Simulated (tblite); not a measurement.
**C2H8AlAs: energy and gradient calculation**

The run: energy and gradient calculation of C2H8AlAs, multiplicity 3, SMILES C[CH2][AlH][AsH2]. Method and program: GFN2-xTB, R-SCC (tblite 0.8.0).

The geometry is that of the parent species in another charge or spin state. The geometry comes from this level: GFN2-xTB.

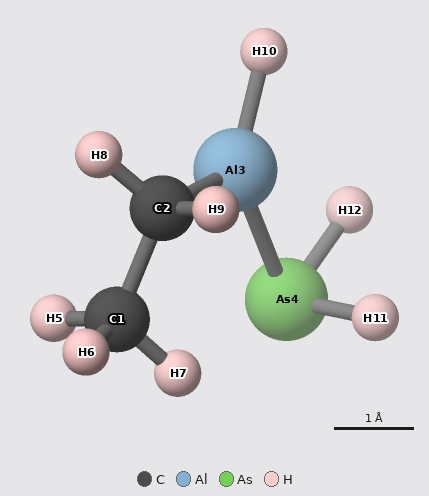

**Figure 1.** The input geometry (ball-and-stick view, seen at a tilt; atoms are numbered from 1 in the order of the input). Sticks mark near contacts.

Results in brief

- outcome: converged
- total energy: −11.628733 hartree
- basis functions: 34
- largest force: 1.976 eV/Å
- dipole moment: 1.88 D
- hardware: 1 thread of Intel Xeon @ 2.50GHz (Skylake/Cascade Lake), 189 GiB of memory available, shared host
- peak memory: 0.067 GiB

The record of the run, not the program, notes: no spin polarisation.

The input (run.py)
```python
# GFN2-xTB energy and gradient
import json
import numpy as np
from tblite.interface import Calculator

symbols = ["C", "C", "Al", "As", "H", "H", "H", "H", "H", "H", "H", "H"]
numbers = np.array([6, 6, 13, 33, 1, 1, 1, 1, 1, 1, 1, 1])
positions = np.array([  # bohr
    [-1.881392, 2.524466, 0.008107],
    [0.455348, 1.820694, 1.593814],
    [2.047915, -1.189450, -0.076421],
    [-0.192242, -3.813770, -3.041590],
    [-1.308730, 3.235003, -1.841009],
    [-3.037829, 3.965080, 0.919730],
    [-3.071731, 0.859466, -0.311862],
    [1.692684, 3.480403, 1.749716],
    [-0.163386, 1.436249, 3.542065],
    [4.799659, -1.864612, 0.757100],
    [-1.354612, -4.862076, -0.633739],
    [2.014335, -5.591473, -2.665931],
])

tb = Calculator("GFN2-xTB", numbers, positions, charge=0, uhf=2)
tb.set("verbosity", 0)
tb.set("accuracy", 0.1)
sp = tb.singlepoint()

print(f"E(total): {sp.get('energy') * 627.5095:.8f} kcal/mol")
eps = np.atleast_2d(sp.get("orbital-energies")) * 27.211386
occ = np.atleast_2d(sp.get("orbital-occupations"))
filled = occ.sum(axis=0) if eps.shape[0] == 1 else occ[0]
homo = np.nonzero(filled > 0.5)[0].max()
print(f"HOMO {eps[0, homo]:.4f} eV")
if homo + 1 < eps.shape[1]:
    print(f"LUMO {eps[0, homo + 1]:.4f} eV, gap {eps[0, homo + 1] - eps[0, homo]:.4f} eV")
mu = sp.get("dipole") * 2.541746
print(f"Dipole moment: {np.linalg.norm(mu):.4f} D, components " + " ".join(f"{c:.4f}" for c in mu))
q = sp.get("charges")
g = sp.get("gradient")
print("atom     charge      dE/dx        dE/dy        dE/dz   (Eh/bohr)")
for i, s in enumerate(symbols):
    print(f"{s:<2}{i + 1:<3} {q[i]:9.4f} {g[i, 0]:12.7f} {g[i, 1]:12.7f} {g[i, 2]:12.7f}")
print(f"gradient norm {np.linalg.norm(g):.6f} Eh/bohr")
out = {k: np.asarray(sp.get(k)).tolist() for k in ("energy", "gradient", "charges", "dipole", "orbital-energies", "orbital-occupations")}
out.update(symbols=symbols, positions=(positions * 0.529177210903).tolist())
json.dump(out, open("results.json", "w"))
```

Launched with:
```bash
python run.py
```

What the program printed
```
E(total): -7297.14074339 kcal/mol
HOMO -6.0348 eV
LUMO -5.3401 eV, gap 0.6947 eV
Dipole moment: 1.8826 D, components -1.8645 -0.0292 -0.2586
atom     charge      dE/dx        dE/dy        dE/dz   (Eh/bohr)
C 1     -0.0991   -0.0007560    0.0016320    0.0001062
C 2     -0.1473    0.0180033   -0.0160646   -0.0038983
Al3      0.2604   -0.0158264   -0.0040060   -0.0065852
As4      0.0534    0.0288391   -0.0007433    0.0253828
H 5      0.0428   -0.0006401    0.0001090   -0.0000763
H 6      0.0381   -0.0006457   -0.0009989   -0.0006803
H 7      0.0503   -0.0002440   -0.0017582   -0.0018705
H 8      0.0305   -0.0024769    0.0036710    0.0036267
H 9      0.0346   -0.0008248    0.0039973    0.0006943
H 10    -0.2150   -0.0108820    0.0062653   -0.0036402
H 11    -0.0159   -0.0011688    0.0046150   -0.0041353
H 12    -0.0328   -0.0133776    0.0032815   -0.0089239
gradient norm 0.054092 Eh/bohr
```

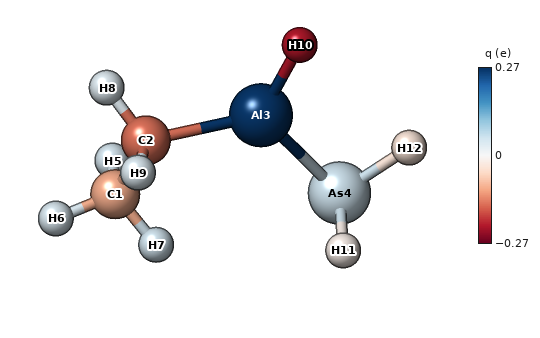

**Figure 2.** Mulliken charges, as the colour of each atom (ball-and-stick view, seen at a tilt; atoms are numbered from 1 in the order of the input). By element: C −0.15 to −0.10, Al +0.26, As +0.05 and H −0.21 to +0.05 e.
